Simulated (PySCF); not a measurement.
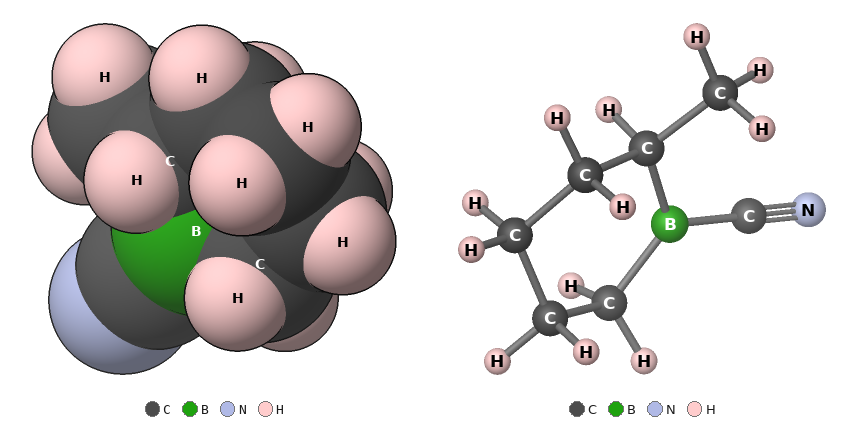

Two views of one molecule.

The geometry was computed by an optimisation with PBE0-D3(BJ)/def2-SVP. No frequency run is at hand to confirm it as a minimum.

What does the picture show?

The molecule is C₇H₁₂BN. As SMILES it reads `C[C@@H]1CCCCB1C#N`. Independent rings (smallest set): 1 of 6 members. Among its groups: nitrile. The point group is C1. Coordination: 6 C tetrahedral; 1 B trigonal planar; 1 C linear.

More results for the same structure follow; atom numbers are the same in all pictures, views and colours differ.

## Electronic properties

No frequency run is at hand to confirm it as a minimum. Method: PBE0/def2-SVPD, gas phase (PySCF 2.14.0). Excitations: vertical, linear response.

Question: Estimate the LUMO energy (Kohn–Sham orbital).

Answer: −2.13 eV.

Question: Give the dipole moment at this level.

Answer: 3.99 D.

Question: Give the brightest of the 10 lowest singlets at this level.

Answer: 6.16 eV.

Question: What is the lowest vertical singlet excitation?

Answer: 4.57 eV.

## Core levels

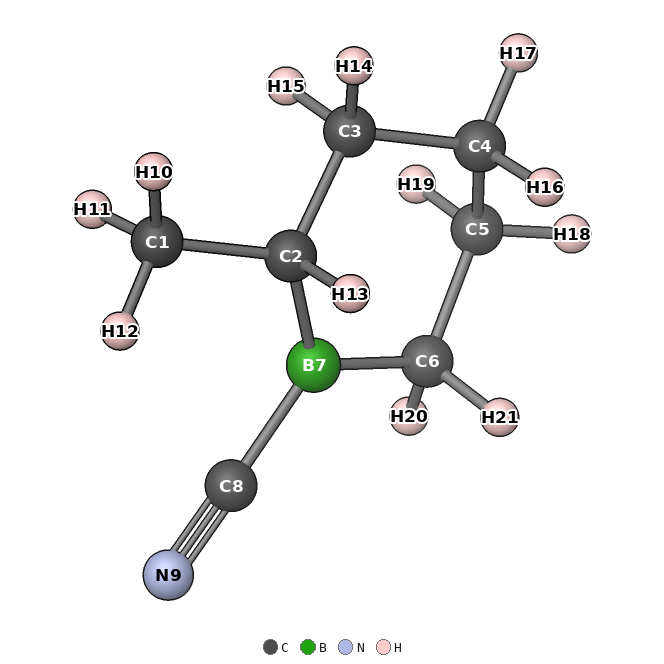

No frequency run is at hand to confirm it as a minimum. Properties computed with delta-SCF UKS SCAN, pcX-2 on the ionised atom, pcseg-1 elsewhere, spin-free X2C (PySCF 2.14.0).

Give the core-electron binding energies (to vacuum) of C1 1s, C2 1s, C3 1s, C4 1s, C5 1s, C6 1s, B7 1s, C8 1s, N9 1s.

```tsv
atom	level	binding energy (eV)
C1	1s	290.6
C2	1s	290.4
C3	1s	290.6
C4	1s	290.7
C5	1s	290.7
C6	1s	290.4
B7	1s	196.4
C8	1s	291.6
N9	1s	404.9
```

## Ring current

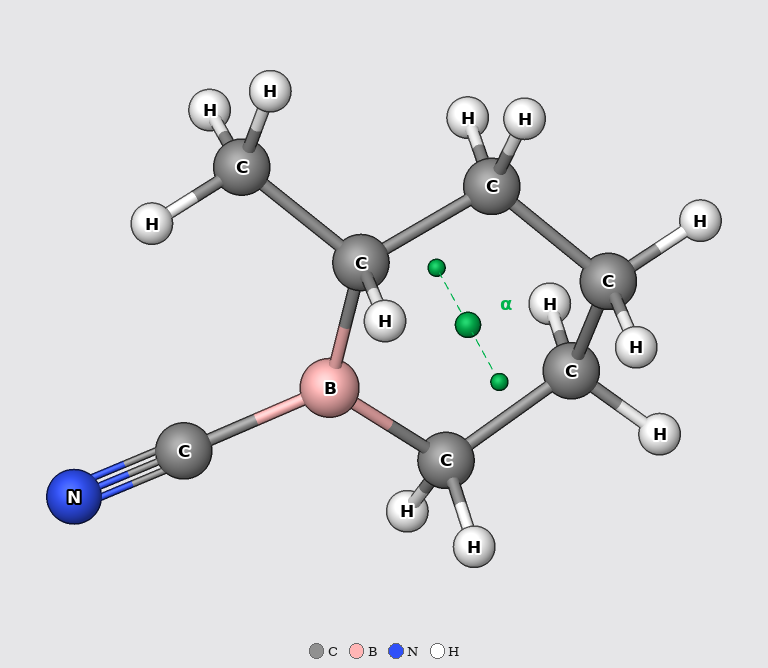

The small points mark where nucleus-independent chemical shifts (NICS) were computed: at the centre of each lettered ring and 1 Å above and below it. No frequency run is at hand to confirm it as a minimum. Level of theory: GIAO CAM-B3LYP/pcSseg-1 NMR shielding, non-relativistic, gas phase (PySCF 2.14.0).

Give NICS(0), NICS(1) and the out-of-plane component NICS(1)zz for each ring (means of the two sides).

```tsv
ring	members	NICS(0)	NICS(1)	NICS(1)zz
α	C5B	1.5	−1.2	3.1
```

Values in ppm.

Question: What do the values say about the ring currents?

Answer: Ring α: weak, as in a non-aromatic ring. NICS is one index among several.
